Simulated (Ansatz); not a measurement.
# SVWN5/3-21G run of [PH2]− (phosphanide)

What is the energy change on altering one bond length of [PH2]− (phosphanide) at SVWN5/3-21G? 

The results are computed with Ansatz 0.2.0.

2 further runs of the same task are left out: 2 that didn't finish.

### 1 Starting point

[PH2]−: 3 atoms, total charge -1, spin state singlet. SMILES: `[PH2-]`. Geometry: relaxed at GFN2-xTB.

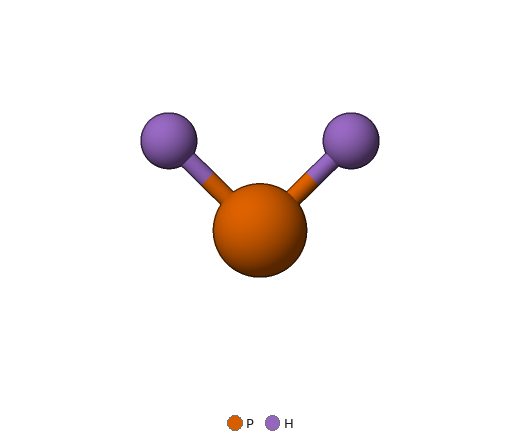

The structure, seen from a chosen angle (phosphorus orange, hydrogen purple).

### 2 The energy at SVWN5/3-21G

Input file molecule.yaml:

```yaml
crystal:
  periodic: [false, false, false]
  atoms:
    - {symbol: P, position_ang: [0.498920, -0.293580, 0.245050]}
    - {symbol: H, position_ang: [0.105590, 0.990220, 0.165130]}
    - {symbol: H, position_ang: [-0.604500, -0.696650, -0.410180]}
basis:
  gaussian:
    orbitals: 3-21G.json
total_charge: -1
hamiltonian:
  xc: {name: SVWN5}
accuracy: high
```

The basis set 3-21G is read from a file made from the Basis Set Exchange's data (not shown).

Run with:

```
ansatz run molecule.yaml --threads 1 --pin off --max-ram 2610MiB --events-out events.jsonl --progress --plain --runs-dir runs
```

The program printed:

```text
Warning: RAYON_NUM_THREADS=1 ignored (pool sized by the plan → 1); use --threads N
Functional definition: SVWN5
  name "SVWN5"
  exchange = slater_x
  correlation = vwn5_c
323 factors; integrals over basis functions are off by at most 2.1e-9 eV
mean field evaluation 1: about -9237.3797 eV, gradient 4.8e0 eV
mean field evaluation 2: about -9237.4342 eV, gradient 2.2e0 eV
mean field evaluation 4: about -9237.4508 eV, gradient 1.7e-1 eV
mean field evaluation 8: about -9237.4396 eV, gradient 1.5e-3 eV
mean field evaluation 16: about -9237.4396 eV, gradient 3.0e-8 eV
mean field -9237.43962230 eV, -339.4696447581 hartree, gradient 3.0e-8 eV, S^2 0.000000; 0 other end points of the search recorded, 0 dependent functions left out
reference -9237.43962394 eV, -339.4696448183 hartree; 9, 9 occupied and 8, 8 virtual orbitals, 323 factors
Total energy: -9237.43962394 eV, -339.4696448183 hartree
```

Run time: 0.36 s. Hardware: 1 thread of Arm Neoverse V1, shared host.

### 3 The distorted shape, same level

Input file input.yaml:

```yaml
crystal:
  periodic: [false, false, false]
  atoms:
    - {symbol: P, position_ang: [0.597238, -0.614483, 0.265027]}
    - {symbol: H, position_ang: [0.105590, 0.990220, 0.165130]}
    - {symbol: H, position_ang: [-0.506182, -1.017553, -0.390203]}
basis:
  gaussian: {orbitals: 3-21G.json}
total_charge: -1
hamiltonian: {xc: {name: SVWN5}}
accuracy: high
```

The basis set 3-21G is read from a file made from the Basis Set Exchange's data (not shown).

Run with:

```
ansatz run input.yaml --threads 1 --pin off --max-ram 2610MiB --events-out events.jsonl --progress --plain --runs-dir runs
```

The program printed:

```text
Warning: RAYON_NUM_THREADS=1 ignored (pool sized by the plan → 1); use --threads N
[... 4 set-up lines as earlier in the session ...]
322 factors; integrals over basis functions are off by at most 2.2e-9 eV
mean field evaluation 1: about -9237.3125 eV, gradient 6.3e0 eV
mean field evaluation 2: about -9237.3502 eV, gradient 4.8e0 eV
mean field evaluation 4: about -9237.4229 eV, gradient 1.6e-1 eV
mean field evaluation 8: about -9237.4143 eV, gradient 6.6e-4 eV
mean field evaluation 16: about -9237.4143 eV, gradient 3.4e-8 eV
mean field -9237.41428629 eV, -339.4687136767 hartree, gradient 3.4e-8 eV, S^2 0.000000; 0 other end points of the search recorded, 0 dependent functions left out
reference -9237.41428794 eV, -339.4687137376 hartree; 9, 9 occupied and 8, 8 virtual orbitals, 322 factors
Total energy: -9237.41428794 eV, -339.4687137376 hartree
```

Run time: 0.36 s. Hardware: 1 thread of Arm Neoverse V1, shared host.

### 4 Outcome

At SVWN5/3-21G:

```
                                                         quantity          value
                                        first shape: total energy  -339.46964 Eh
                                    distorted shape: total energy  -339.46871 Eh
energy change with the P1–H2 bond stretched from 1.345 to 1.681 Å       0.025 eV
```

With the P1–H2 bond stretched from 1.345 to 1.681 Å the energy rises by 0.03 eV (2.4 kJ/mol). The first shape isn't relaxed at this level, so the change isn't measured from a minimum.
